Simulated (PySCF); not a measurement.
## Electronic structure of C₃H₁₀OSi (SMILES [H][Si]([H])(C)OCC) in real space

Input

```
{"job": {"kind": "nmr", "xc": "PBE0", "basis": "pcSseg-1"}, "charge": 0, "multiplicity": 1}
Si     0.575707     1.269760     0.382952
H      0.570631     1.350175     1.880803
H      2.004144     1.325822    -0.071178
C     -0.417438     2.655561    -0.367031
H     -0.014436     3.632289    -0.056623
H     -1.468310     2.598181    -0.045193
H     -0.390310     2.603459    -1.465888
O     -0.119319    -0.165138    -0.106805
C      0.350721    -1.434248     0.273971
C     -0.548753    -2.499984    -0.306898
H      1.390169    -1.582599    -0.080276
H      0.377301    -1.522256     1.378430
H     -0.198814    -3.504457    -0.024657
H     -1.579084    -2.372337     0.057152
H     -0.564999    -2.430338    -1.404779
```

Command:

```sh
OMP_NUM_THREADS=1 python probes_run.py task.json out
```

Geometry: PBE0-D3(BJ)/def2-SVP.

The calculation used PySCF, PBE0/pcSseg-1, SCF density, gas phase, non-relativistic.

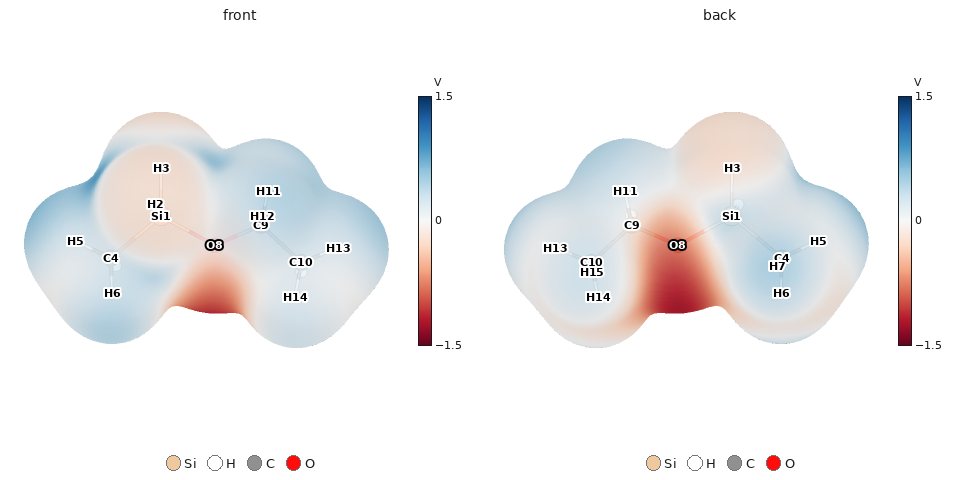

Figure 1. The electrostatic potential painted on the density surface at 0.001 e/bohr³, seen from the front and from behind; the colour scale runs from red (negative) to blue (positive).

Q: Where is the surface potential most negative and most positive?

A: The most negative region (about −1.2 V, or −28 kcal/mol for a unit charge) lies over O8, the most positive (about +0.8 V, or +18 kcal/mol for a unit charge) over Si1. O8 is the likeliest acceptor of a hydrogen bond.

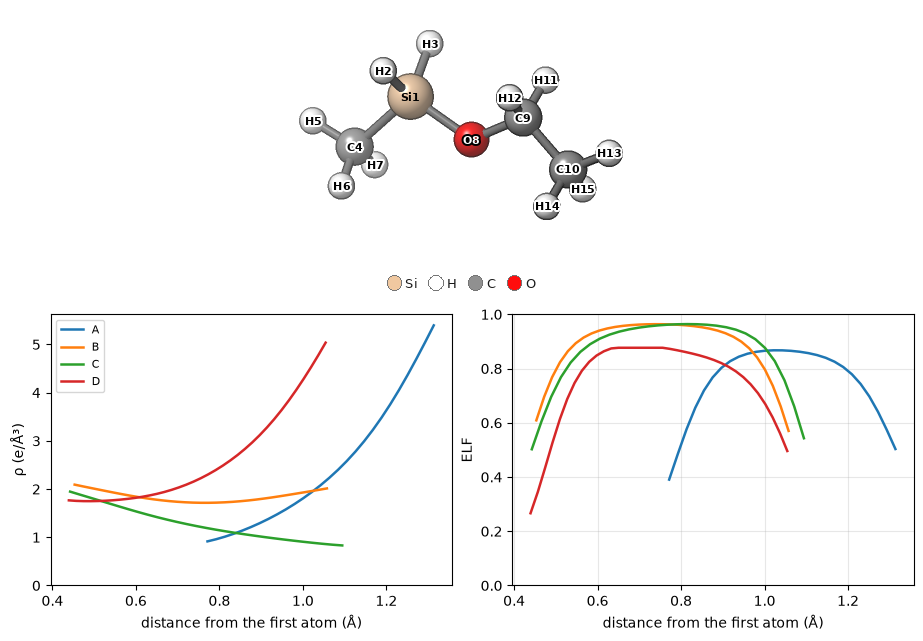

Figure 2. Total electron density and electron localisation function along straight lines between neighbouring atoms. The curves leave out the atomic cores. The structure is drawn too.

Q: Which curve belongs to which contact (C–C, C–O, C–Si and Si–O)? The first atom named is at distance zero.

A: Curve A: Si–O (1.67 Å): the density is about 1.1 e/Å³ at the midpoint; the ELF peaks at about 0.85 between the atoms: a shared but strongly polarised pair. Curve B: C–C (1.51 Å): ρ is about 1.7 e/Å³ halfway; the ELF peaks at about 0.95 between the atoms: a covalent bond. Curve C: C–Si (1.86 Å): ρ at the midpoint is about 0.98 e/Å³; the ELF peaks at about 0.95 between the atoms, as expected for a shared electron pair. Curve D: C–O (1.41 Å): the density is about 2 e/Å³ at the midpoint, with its minimum of 1.7 e/Å³ about 0.5 Å from C; the ELF peaks at about 0.90 between the atoms, as expected for a shared but strongly polarised pair.
